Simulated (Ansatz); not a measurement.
# How fast states decay through CsTl3F6, part 2 of 3

Wanted: the relaxed cell of CsTl3F6, its band edges and its decay constants. It is built by putting Cs for Na in the NaTl3F6 structure of space group Fm-3m, with the volume rescaled by atomic radii. The parent structure comes from the Materials Project.

Ansatz 0.2.0; PBE DFT, plane waves, PAW files (the session's first sound run).

So far. Step 2 (Cell and atoms at rest): The largest force component on a free atom ends at 0.0054 eV/Å.

The structure was built from a prototype and need not be the compound's stable phase.

### 3. Band edges

The energy window and the wavevectors of the next steps follow from the band edges, so these are searched first, off the mesh as well.

Input file input.yaml:

```yaml
crystal:
  lattice:
    - [0.0, 4.9679789032, 4.9679789032]
    - [4.9679789032, 0.0, 4.9679789032]
    - [4.9679789032, 4.9679789032, 0.0]
  atoms:
    - { symbol: Cs, position: [0.0, 0.0, 0.0] }
    - { symbol: Tl, position: [0.25, 0.25, 0.25] }
    - { symbol: Tl, position: [0.75, 0.75, 0.75] }
    - { symbol: Tl, position: [0.5, 0.5, 0.5] }
    - { symbol: F, position: [0.7206346092, 0.2793653908, 0.2793653908] }
    - { symbol: F, position: [0.2793653908, 0.7206346092, 0.7206346092] }
    - { symbol: F, position: [0.2793653908, 0.7206346092, 0.2793653908] }
    - { symbol: F, position: [0.7206346092, 0.2793653908, 0.7206346092] }
    - { symbol: F, position: [0.2793653908, 0.2793653908, 0.7206346092] }
    - { symbol: F, position: [0.7206346092, 0.7206346092, 0.2793653908] }
kpoints:
  mp_grid: { grid: [4, 4, 4] }
  band_path: { path: [VBM, CBM], npoints: 30 }
scf:
  occupations: { method: fixed }
hamiltonian:
  xc: pbe
output:
  eigenvalues: true
  write_potential: true
  write_density: true
  volumetric_format: npy
  elf: true
```

The run is started by

```sh
$ ansatz run input.yaml --threads 2 --pin off --max-ram 4096MiB --backend cpu --events-out ev --progress --plain --runs-dir out
```

Numbers of over 12 decimals in the logs are rounded to 6 here.

The program printed:

```text
[...]
Crystal: 10 atoms, lattice volume = 245.228 Å³
Basis set: ecut = 420 eV, 4813 PW (Γ)
Bands: 55, of which v1, the nominal top of the filled ones, is band 45 counted from 1 (44 counted from 0)
Symmetry: 48 space group operations
[...]
k-points: 8 of 64
[...]
SCF iter   1: F=—  HF=-44855.981949 eV  |F-HF|=—  |Δ(HF+E_count)|=         —  Δρ=1.74e-3  dr2=4.19e-3  ethr=1.77e-3  ⟨swp⟩=4.8  Hψ=1399  notcnv=0  defer=53
[...]
SCF iter   6: F=-44855.984792 eV  HF=-44855.984792 eV  |F-HF|=5.19e-8  |Δ(HF+E_count)|=   1.04e-6  Δρ=4.05e-6  dr2=3.74e-8  ethr=1.11e-10  ⟨swp⟩=10.5  Hψ=2004  notcnv=0
SCF 1 converged in 6 iterations: F = -44855.984792 eV  dr2 = 3.74e-8
[...]
NSCF: frozen V_eff on 16 k-points
[...]
SCF converged after 6 iterations
Free energy (F): -44855.984792 eV
[...]
Internal energy: -44855.984792 eV  (E = F + TS)
E sigma→0 (E₀):  -44855.984792 eV
Fermi energy:    1.754089 eV
[...]
--- Band table (eV; the first three rows and the last of 8) ---
  k-point 0: bands = [... 41 lower, 1.0531, 1.0531, 1.1779, 1.1779, 5.9100, 6.7712, 6.7712, 6.7712, ... 6 higher]
  k-point 1: bands = [... 41 lower, 1.0316, 1.0316, 1.5251, 1.5251, 5.8467, 6.6754, 6.8070, 6.8070, ... 6 higher]
  k-point 2: bands = [... 41 lower, 1.0017, 1.0017, 1.7541, 1.7541, 5.8001, 6.4880, 6.9289, 6.9289, ... 6 higher]
  k-point 7: bands = [... 41 lower, 1.0953, 1.0953, 1.2180, 1.5714, 5.3802, 6.0480, 6.8579, 6.9077, ... 6 higher]
```

Elapsed: 16 s, on 2 threads of Arm Neoverse V2, shared host; peak memory 0.57 GiB.

The column dr2 measures how far the density is from self-consistency, as an energy; F and HF (Harris–Foulkes) agree once it is small.

This step gave:

```
free energy         : -44855.9848 eV
Fermi energy        : 1.754 eV
gap on the k-mesh   : 3.357 eV
gap on path         : 3.357 eV, by band count; negative where bands overlap
direct gap on path  : 3.852 eV
edge places on path : 0, 0.5476 1/A along the path
```

The electronic bands at the labelled points (eV, zero at the Fermi level (highest filled level under fixed occupations); v1 is the highest filled band, c1 the lowest empty one):

| point | v4 | v3 | v2 | v1 | c1 | c2 | c3 | c4 |
| --- | --- | --- | --- | --- | --- | --- | --- | --- |
| VBM | -0.75 | -0.75 | 0.00 | 0.00 | 4.05 | 4.73 | 5.17 | 5.17 |
| CBM | -0.70 | -0.59 | -0.58 | -0.52 | 3.36 | 4.67 | 4.67 | 4.94 |

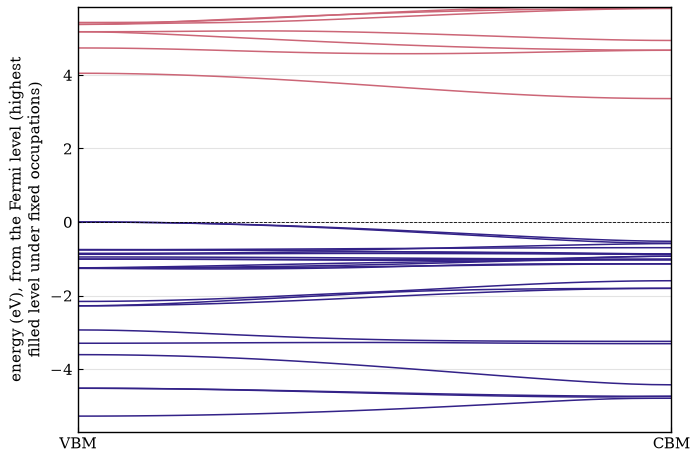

Electronic bands along the path; lines of filled and empty bands in two colours.

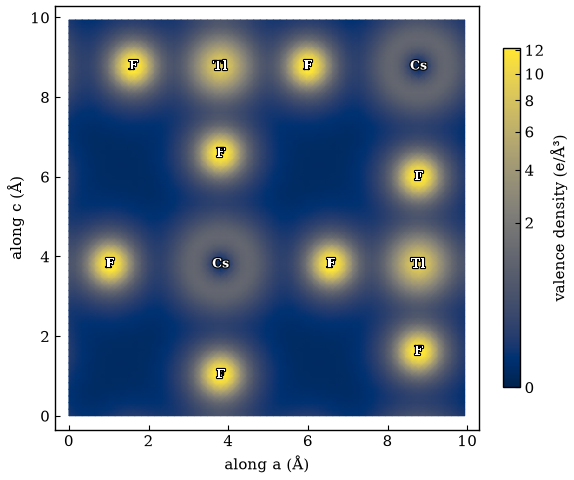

Valence density in the ac plane of the conventional cell at fractional y = 0.000, with atoms of Cs and Tl and F within 0.2 Å of it. It is the smooth field of the valence electrons, not physical close to the nuclei. The map starts off the cell's origin, so that atoms lie inside it. The colour scale is stretched toward low values.

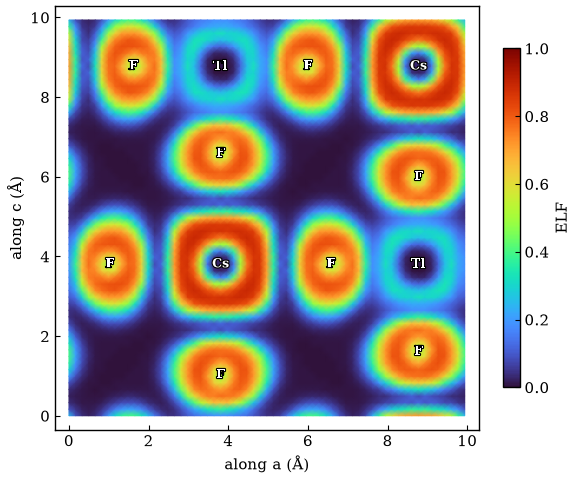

ELF in the ac plane of the conventional cell at fractional y = 0.000, with atoms of Cs and Tl and F within 0.2 Å of it. It is the smooth field of the valence electrons, not physical close to the nuclei. The map starts off the cell's origin, so that atoms lie inside it.

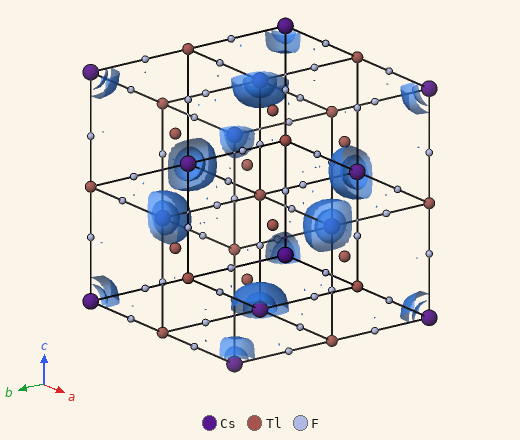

Surface of ELF = 0.82.

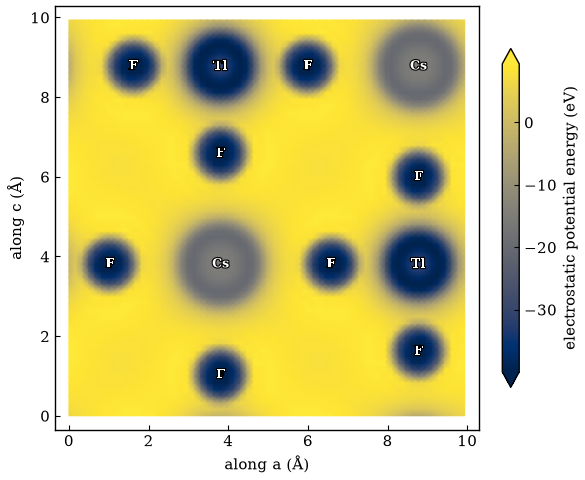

Electrostatic potential energy in the ac plane of the conventional cell at fractional y = 0.000, with atoms of Cs and Tl and F within 0.2 Å of it. With pseudopotentials it is smooth inside the atoms' cores, unlike the true potential. The map starts off the cell's origin, so that atoms lie inside it.

The searched edges give 3.36 eV, as on the mesh.

### 4. Decaying states in the gap

This step: PBE DFT, plane waves, PAW files; complex bands by layer matching along the plane's normal (Ansatz 0.2.0).

The same crystal is laid in a cell whose first two vectors span the (111) plane (indices of the standard conventional cell, whose axes can be ordered otherwise than in the bulk input). At fixed energy and wavevector in the plane the solver finds all kz, real and complex. A few wavevectors are listed, (0, 0) and (0, -0.5) in units of the plane's reciprocal vectors; the slowest state needn't be among them.

Input file input.yaml:

```yaml
crystal:
  lattice:
    - [7.025783142, 0.0, 0.0]
    - [3.512891571, 6.084506683, 0.0]
    - [3.512891571, 2.028168894, 5.736527914]
  atoms:
    - { symbol: Cs, position: [0.0, 0.0, 0.0] }
    - { symbol: Tl, position: [0.75, 0.75, 0.75] }
    - { symbol: Tl, position: [0.25, 0.25, 0.25] }
    - { symbol: Tl, position: [0.5, 0.5, 0.5] }
    - { symbol: F, position: [0.7206346092, 0.7206346092, 0.2793653908] }
    - { symbol: F, position: [0.2793653908, 0.2793653908, 0.7206346092] }
    - { symbol: F, position: [0.2793653908, 0.7206346092, 0.2793653908] }
    - { symbol: F, position: [0.7206346092, 0.2793653908, 0.7206346092] }
    - { symbol: F, position: [0.7206346092, 0.2793653908, 0.2793653908] }
    - { symbol: F, position: [0.2793653908, 0.7206346092, 0.7206346092] }
kpoints:
  mp_grid: { grid: [4, 4, 4] }
scf:
  occupations: { method: fixed }
hamiltonian:
  xc: pbe
output:
  eigenvalues: true
  transmission:
    leads: [[0, 0]]
    kpoints: [[0.0, 0.0], [0.0, -0.5]]
    e_range: [-1.0, 4.36]
    de: 0.09
```

The program printed:

```text
[...]
Crystal: 10 atoms, lattice volume = 245.228 Å³
Basis set: ecut = 420 eV, 4813 PW (Γ)
Bands: 55, of which v1, the nominal top of the filled ones, is band 45 counted from 1 (44 counted from 0)
Symmetry: 48 space group operations
[...]
k-points: 8 of 64
[...]
SCF iter   1: F=—  HF=-44855.981935 eV  |F-HF|=—  |Δ(HF+E_count)|=         —  Δρ=1.74e-3  dr2=4.18e-3  ethr=1.77e-3  ⟨swp⟩=4.8  Hψ=1403  notcnv=0  defer=53
[...]
SCF iter   6: F=-44855.984792 eV  HF=-44855.984792 eV  |F-HF|=5.04e-8  |Δ(HF+E_count)|=   1.02e-6  Δρ=3.98e-6  dr2=3.62e-8  ethr=1.11e-10  ⟨swp⟩=10.6  Hψ=2023  notcnv=0
SCF 1 converged in 6 iterations: F = -44855.984792 eV  dr2 = 3.62e-8
[...]
transmission: 8 of 16 steps passed
transmission: 16 of 16 steps passed
SCF converged after 6 iterations
Free energy (F): -44855.984792 eV
[...]
Internal energy: -44855.984792 eV  (E = F + TS)
E sigma→0 (E₀):  -44855.984792 eV
Fermi energy:    1.754087 eV
[...]
--- Band table (eV; the first three rows and the last of 8) ---
  k-point 0: bands = [... 41 lower, 1.0531, 1.0531, 1.1779, 1.1779, 5.9100, 6.7712, 6.7712, 6.7712, ... 6 higher]
  k-point 1: bands = [... 41 lower, 1.0316, 1.0316, 1.5251, 1.5251, 5.8467, 6.6754, 6.8070, 6.8070, ... 6 higher]
  k-point 2: bands = [... 41 lower, 1.0017, 1.0017, 1.7541, 1.7541, 5.8001, 6.4880, 6.9289, 6.9289, ... 6 higher]
  k-point 7: bands = [... 41 lower, 1.0953, 1.0953, 1.2180, 1.5714, 5.3802, 6.0480, 6.8579, 6.9077, ... 6 higher]
--- Transmission ---
  basis      : 379 plane waves across, 8 finite elements along
  points     : 2, as listed
  energies   : 60 from -1.000000 to 4.310000 eV about the Fermi level, 0.090000 eV apart; the leads are filled to 1.678270 eV, and channels, transmission and decay are at 1.700000 eV
  crystal 0  : F6Tl3Cs1, at the sites [0, 0], period 5.7365 Å: whole cells are its period
    offset         : up to 0.0000 Å between an atom of the period and one for which it stands
    channels       : 0.000000e0 a spin
    conductance    : none, the energies end too early or step too widely for 300 K: set another output.transmission.e_range or a lower de, or, where they end at an eighth of basis.ecutwfc, a higher one
    slowest decay  : 0.4002 /Å at (0.0000, -0.5000)
```

Wall time 2 min (2 threads); peak memory 1.7 GiB; 4 min of CPU time.

This step gave:

```
level to which the leads are filled                       : 1.678 eV from the Fermi level
decay constant at the filling level, zone centre          : 0.5071 Å⁻¹
decay constant at the filling level, slowest listed point : 0.4002 Å⁻¹
```

K parallel (0, 0); values up to 1.5 1/Å, a degenerate pair printed once or twice; energies at which all values exceed this have no row. Table of Im kz of the slowest decaying states by energy, zero at the highest filled level on the SCF mesh:

| energy (eV) | decay 1 (Å⁻¹) | decay 2 (Å⁻¹) | decay 3 (Å⁻¹) | decay 4 (Å⁻¹) |
| --- | --- | --- | --- | --- |
| -1.000 | 0.0730 | 0.117 | 0.149 | 0.329 |
| -0.460 | 0.319 | 0.491 | 0.638 | 0.719 |
| -0.010 | 0.408 | 0.419 | 0.563 | 0.900 |
| 0.530 | 0.372 | 0.471 | 0.622 | 0.947 |
| 0.980 | 0.483 | 0.496 | 0.658 | 0.935 |
| 1.520 | 0.507 | 0.570 | 0.689 | 0.915 |
| 1.970 | 0.504 | 0.620 | 0.710 | 0.893 |
| 2.510 | 0.485 | 0.659 | 0.728 | 0.866 |
| 2.960 | 0.454 | 0.672 | 0.733 | 0.842 |
| 3.500 | 0.386 | 0.674 | 0.685 | 0.800 |
| 4.040 | 0.126 | 0.536 | 0.663 | 0.848 |

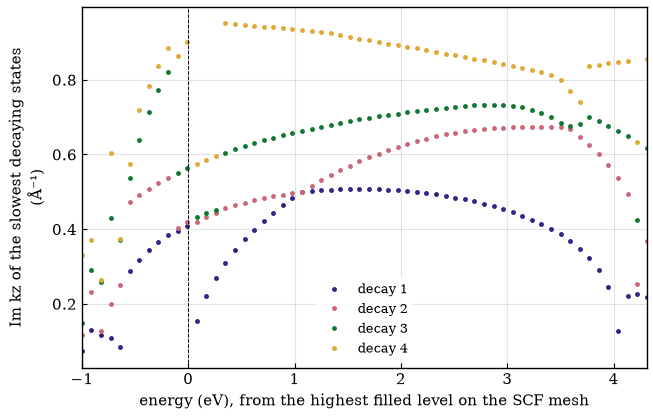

Im kz of the slowest decaying states against energy.

K parallel (0, -0.5); values up to 1.5 1/Å, a degenerate pair printed once or twice; energies at which all values exceed this have no row. The Im kz of the slowest decaying states by energy, zero at the highest filled level on the SCF mesh:

| energy (eV) | decay 1 (Å⁻¹) | decay 2 (Å⁻¹) | decay 3 (Å⁻¹) | decay 4 (Å⁻¹) |
| --- | --- | --- | --- | --- |
| -1.000 | 0.0123 | 0.115 | 0.119 | 0.176 |
| -0.460 | 0.233 | 0.462 | 0.474 | 0.568 |
| -0.010 | 0.358 | 0.571 | 0.609 | 0.675 |
| 0.530 | 0.382 | 0.396 | 0.409 | 0.634 |
| 0.980 | 0.420 | 0.496 | 0.506 | 0.670 |
| 1.520 | 0.409 | 0.588 | 0.601 | 0.691 |
| 1.970 | 0.382 | 0.645 | 0.654 | 0.713 |
| 2.510 | 0.324 | 0.630 | 0.701 | 0.719 |
| 2.960 | 0.239 | 0.573 | 0.694 | 0.722 |
| 3.500 | 0.475 | 0.604 | 0.722 | 0.734 |
| 4.040 | 0.339 | 0.468 | 0.683 | 0.714 |

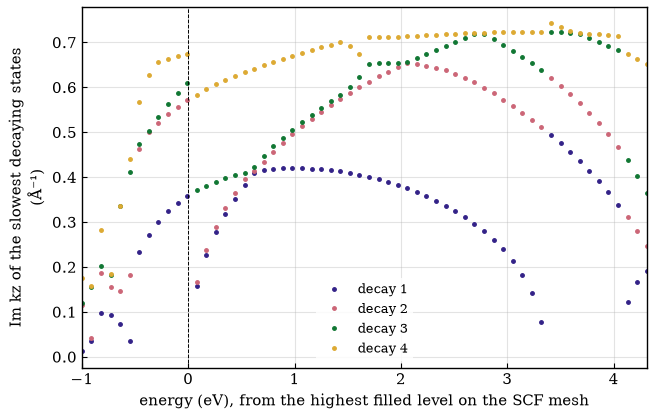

Im kz of the slowest decaying states against energy.

At the listed wavevectors the last open channel is at -0.01 eV and the next at +3.41 eV on the grid. At +1.70 eV, the grid energy nearest the filling level (the middle of the gap on the SCF mesh), the slowest state at the listed wavevectors decays with κ = 0.400 Å⁻¹, its amplitude falling by e over 2.5 Å. Through 1 nm of this crystal that state's transmission falls by exp(−2 × 0.400 Å⁻¹ × 10 Å) = 3.3e-4.

### 5. Band edges at another level

This step: PBEsol DFT, plane waves, PAW files (Ansatz 0.2.0).

The edges again with PBEsol, at the same atoms.

Input file input.yaml:

```yaml
crystal:
  lattice:
    - [0.0, 4.9679789032, 4.9679789032]
    - [4.9679789032, 0.0, 4.9679789032]
    - [4.9679789032, 4.9679789032, 0.0]
  atoms:
    - { symbol: Cs, position: [0.0, 0.0, 0.0] }
    - { symbol: Tl, position: [0.25, 0.25, 0.25] }
    - { symbol: Tl, position: [0.75, 0.75, 0.75] }
    - { symbol: Tl, position: [0.5, 0.5, 0.5] }
    - { symbol: F, position: [0.7206346092, 0.2793653908, 0.2793653908] }
    - { symbol: F, position: [0.2793653908, 0.7206346092, 0.7206346092] }
    - { symbol: F, position: [0.2793653908, 0.7206346092, 0.2793653908] }
    - { symbol: F, position: [0.7206346092, 0.2793653908, 0.7206346092] }
    - { symbol: F, position: [0.2793653908, 0.2793653908, 0.7206346092] }
    - { symbol: F, position: [0.7206346092, 0.7206346092, 0.2793653908] }
kpoints:
  mp_grid: { grid: [4, 4, 4] }
  band_path: { path: [VBM, CBM], npoints: 30 }
scf:
  occupations: { method: fixed }
hamiltonian:
  xc: pbesol
output:
  eigenvalues: true
```

The program printed:

```text
[...]
Crystal: 10 atoms, lattice volume = 245.228 Å³
Basis set: ecut = 420 eV, 4813 PW (Γ)
Bands: 55, of which v1, the nominal top of the filled ones, is band 45 counted from 1 (44 counted from 0)
Symmetry: 48 space group operations
[...]
k-points: 8 of 64
[...]
SCF iter   1: F=—  HF=-44277.283156 eV  |F-HF|=—  |Δ(HF+E_count)|=         —  Δρ=1.05e-2  dr2=1.76e-1  ethr=1.77e-3  ⟨swp⟩=5.0  Hψ=1401  notcnv=0  defer=53
[...]
SCF iter   7: F=-44277.239553 eV  HF=-44277.239553 eV  |F-HF|=2.69e-8  |Δ(HF+E_count)|=   2.08e-7  Δρ=1.92e-6  dr2=1.92e-8  ethr=1.11e-10  ⟨swp⟩=11.2  Hψ=1617  notcnv=0
SCF 1 converged in 7 iterations: F = -44277.239553 eV  dr2 = 1.92e-8
[...]
SCF converged after 7 iterations
Free energy (F): -44277.239553 eV
[...]
Internal energy: -44277.239553 eV  (E = F + TS)
E sigma→0 (E₀):  -44277.239553 eV
Fermi energy:    1.649047 eV
[...]
--- Band table (eV; the first three rows and the last of 8) ---
  k-point 0: bands = [... 41 lower, 0.9513, 0.9513, 1.0625, 1.0625, 5.7337, 6.6110, 6.6110, 6.6110, ... 6 higher]
  k-point 1: bands = [... 41 lower, 0.9290, 0.9290, 1.4160, 1.4160, 5.6747, 6.5120, 6.6465, 6.6465, ... 6 higher]
  k-point 2: bands = [... 41 lower, 0.8984, 0.8984, 1.6490, 1.6490, 5.6337, 6.3154, 6.7677, 6.7677, ... 6 higher]
  k-point 7: bands = [... 41 lower, 0.9888, 0.9888, 1.1018, 1.4626, 5.2077, 5.8753, 6.6920, 6.7469, ... 6 higher]
```

Wall time 15 s (2 threads); peak memory 0.54 GiB.

This step gave:

* free energy: -44277.2396 eV
* Fermi energy: 1.649 eV
* gap on the k-mesh: 3.282 eV
* gap on path: 3.282 eV, by band count; negative where bands overlap
* direct gap on path: 3.787 eV

The electronic bands at the labelled points (eV, zero at the Fermi level (highest filled level under fixed occupations); v1 is the highest filled band, c1 the lowest empty one):

| point | v4 | v3 | v2 | v1 | c1 | c2 | c3 | c4 |
| --- | --- | --- | --- | --- | --- | --- | --- | --- |
| VBM | -0.75 | -0.75 | 0.00 | 0.00 | 3.98 | 4.67 | 5.12 | 5.12 |
| CBM | -0.70 | -0.59 | -0.59 | -0.54 | 3.28 | 4.61 | 4.61 | 4.87 |

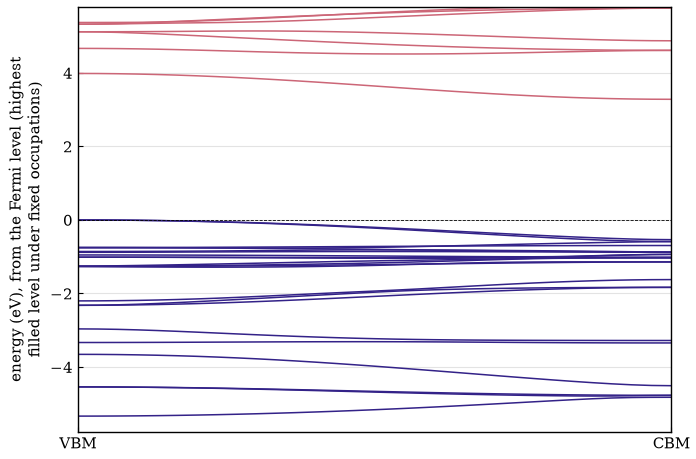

Electronic bands along the path; lines of filled and empty bands in two colours.

The searched edges give 3.28 eV, as on the mesh.

Between step 3 and this run (PBEsol) the value for the gap on path moves from 3.36 eV to 3.28 eV.

(Continued in part 3 of 3.)

[Logs are printed without paths, hosts, clocks, repeated set-up lines and the standing remarks that a program may print on its own settings, such as how far it seeks lower states.]

[Hosts, paths, dates, database ids (printed as entryN), source tags and the programs' standing remarks are cut or masked in the printed files.]
